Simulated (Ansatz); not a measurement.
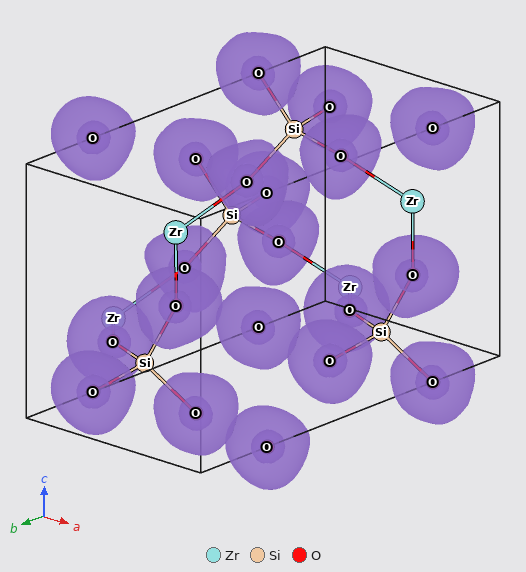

ZrSi$_{2}$O$_{6}$. Isosurface of the ELF at 0.7 (purple), seen at an oblique angle. Core shells and regions of very low density are left out. Sticks mark near contacts.

Space group C222; a structure generated by program, which may or may not match a known phase; computed pressure about −5 GPa in this cell.

These are results of DFT LDA, scalar-relativistic, plane waves, PAW in Ansatz, not measurements.

Core electrons are frozen (PAW), and the valence fields are smoothed inside the atomic spheres.

### Describe the localisation domains.

The ELF exceeds this value in twelve regions on O in which the atom's valence shell and bonds are merged, counted in one cell of 18 atoms. Any copies at cell faces, edges or corners count once.

Values along the shortest contacts:
Si–O (1.63 Å): the ELF peaks at about 0.85 between the atoms (a polar covalent bond). Zr–O (1.96 Å): the ELF peaks at about 0.80 in the valence shell of O, 0.6 Å from its nucleus, and drops to about 0.25 between the two atoms (no localised pair shows between them).

### How much charge does the calculation move between the atoms?

Electrons move from Zr and Si towards O. Bader charges: Zr +2.56, Si +3.25 and O −1.64 to −1.44 e.
